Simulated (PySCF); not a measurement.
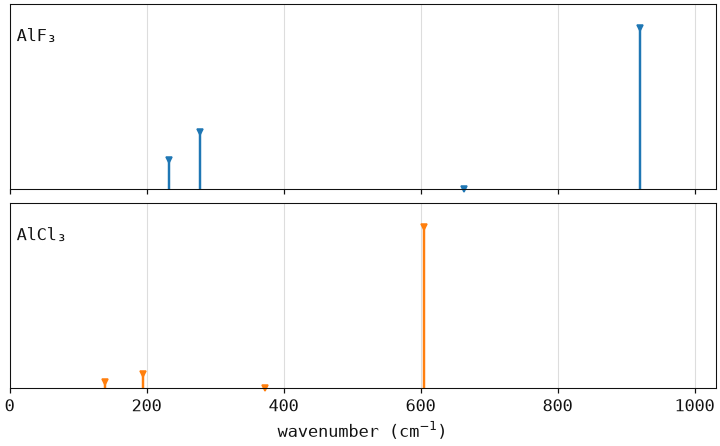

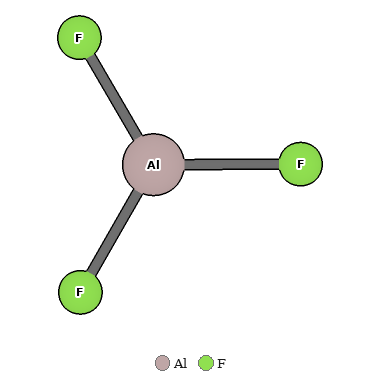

Harmonic infrared lines of AlF₃ and AlCl₃, all D3h singlets, each the lowest point that its search found (AlF₃ is drawn); the ligand atom changes down one group of the periodic table. PBE/def2-TZVP, PySCF, unscaled, no spin-orbit coupling; each panel is scaled to its strongest line, degenerate modes are one line with their intensities summed, and dots on the axis are modes too weak to show or inactive.

How do the bond length and the stretches change along the series?

Mean bond length: AlF₃ 1.647, AlCl₃ 2.085 Å, rising down the group. Highest e' mode: AlF₃ 920, AlCl₃ 605 cm⁻¹, falling down the group.
